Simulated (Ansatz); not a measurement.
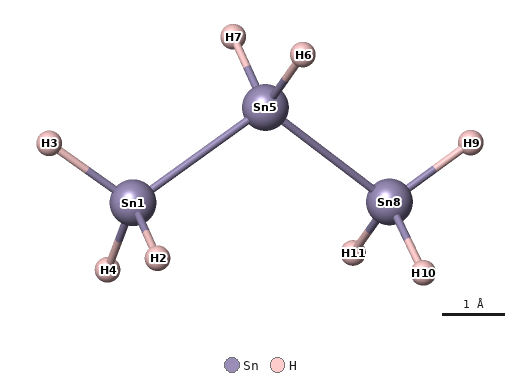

The input geometry of run 1 (ball-and-stick view, seen at a tilt; atoms are numbered from 1 in the order of the input). Sticks mark near contacts.

**What a change does: single-point calculation on Sn3H8**

System: Sn3H8.
Method of run 1: RKS PBE0-D4/def2-TZVP (Ansatz 0.2.0).

The geometry comes from this level: PBE0-D4/def2-SVP. Text and figures count atoms from 1; the logs count them from 0 in places.

## The input, run 1
```yaml
crystal:
  periodic: [false, false, false]
  atoms:
    - {symbol: Sn, position_ang: [-1.658263, 0.340464, -1.617030]}
    - {symbol: H, position_ang: [-1.017249, -0.515176, -2.957175]}
    - {symbol: H, position_ang: [-3.365846, 0.180738, -1.631750]}
    - {symbol: H, position_ang: [-1.265209, 1.999238, -1.798650]}
    - {symbol: Sn, position_ang: [-0.573964, -0.631257, 0.753275]}
    - {symbol: H, position_ang: [-0.693999, -2.344131, 0.780875]}
    - {symbol: H, position_ang: [-1.483699, -0.030526, 2.080462]}
    - {symbol: Sn, position_ang: [2.086108, 0.122862, 1.054872]}
    - {symbol: H, position_ang: [2.744102, -0.481940, 2.518773]}
    - {symbol: H, position_ang: [3.022039, -0.473066, -0.251809]}
    - {symbol: H, position_ang: [2.205990, 1.832802, 1.068146]}
basis:
  gaussian: {orbitals: def2-TZVP, initial_orbitals: start.molden}
hamiltonian: {xc: pbe0, dispersion: d4}
scf: {omitted_lower_state_checks: [starts]}
output: {orbitals: {seedname: orbitals}}
```

Command:
```bash
ansatz run in.yaml --threads 4 --pin off --events-out ev --progress --plain --max-ram 3916MiB
```

Hardware: 4 threads of Arm Neoverse V2, 95 GiB of memory available, shared host.

## Output (run 1)
```
Functional definition: PBE0
  parameter a = 0.25
  parameter kappa = 0.804
  parameter beta = 0.06672455060314922
  exchange = (1 - a)*pbe_x(kappa = kappa, mu = beta*pi^2/3) + a*exact_x
  correlation = pbe_c(beta = beta)
these checks for a lower state are left out or cut short: starts
1735 factors; their error is unknown
mean field evaluation 1: about -17624.0424 eV, gradient 1.6e1 eV
mean field evaluation 2: about -17624.3972 eV, gradient 2.9e-1 eV
mean field evaluation 4: about -17624.6223 eV, gradient 4.2e-4 eV
mean field -17624.62229672 eV, -647.6929230062 hartree, gradient 8.8e-6 eV, S^2 0.000000; 0 other end points of the search recorded, 0 dependent functions left out
reference -17624.62235387 eV, -647.6929251066 hartree; 37, 37 occupied and 161, 161 virtual orbitals, 1735 factors
Total energy: -17624.85102081 eV, -647.7013284618 hartree
Checks for a lower state left out: starts
```

The input of run 2 differs as follows (lines with − go, lines with + come):
```diff
-  gaussian: {orbitals: def2-TZVP, initial_orbitals: start.molden}
+  gaussian: {orbitals: def2-TZVPD, initial_orbitals: start.molden}
```

How does run 2 compare with run 1?

The total energy of run 2 is 0.41 kcal/mol lower, which measures the change of basis and not a stability. The LUMO goes from −1.02 to −1.08 eV. The basis functions go from 198 to 240. On the same kind of shared host run 2 took about 1.6 times as long.

## Output (run 2)
```
Functional definition: PBE0
  parameter a = 0.25
  parameter kappa = 0.804
  parameter beta = 0.06672455060314922
  exchange = (1 - a)*pbe_x(kappa = kappa, mu = beta*pi^2/3) + a*exact_x
  correlation = pbe_c(beta = beta)
these checks for a lower state are left out or cut short: starts
1872 factors; their error is unknown
mean field evaluation 1: about -17624.4117 eV, gradient 2.0e0 eV
mean field evaluation 2: about -17624.4295 eV, gradient 2.0e-2 eV
mean field evaluation 4: about -17624.6401 eV, gradient 1.0e-4 eV
mean field -17624.64008470 eV, -647.6935767027 hartree, gradient 1.1e-5 eV, S^2 0.000000; 0 other end points of the search recorded, 0 dependent functions left out
reference -17624.64014988 eV, -647.6935790980 hartree; 37, 37 occupied and 203, 203 virtual orbitals, 1872 factors
Total energy: -17624.86881683 eV, -647.7019824532 hartree
Checks for a lower state left out: starts
```

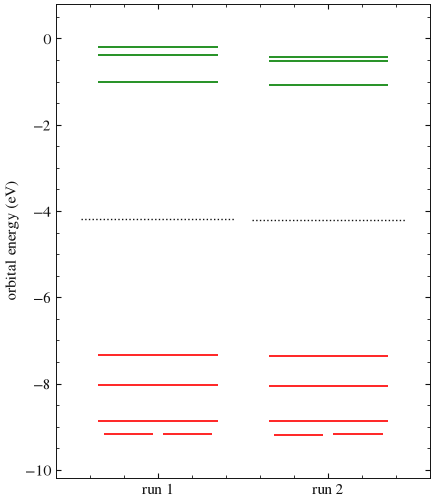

The five highest filled and three lowest empty orbital energies of the two runs; the dotted lines part filled from empty levels. The HOMO–LUMO gap is 6.33 eV in run 1 and 6.27 eV in run 2.

## The two runs side by side

| quantity | run 1 | run 2 |
| --- | --- | --- |
| outcome | converged | converged |
| total energy (hartree) | −647.701328 | −647.701982 |
| HOMO (eV) | −7.35 | −7.35 |
| LUMO (eV) | −1.02 | −1.08 |
| basis functions | 198 | 240 |
| wall time (shared host) | 3.5 s | 5.5 s |
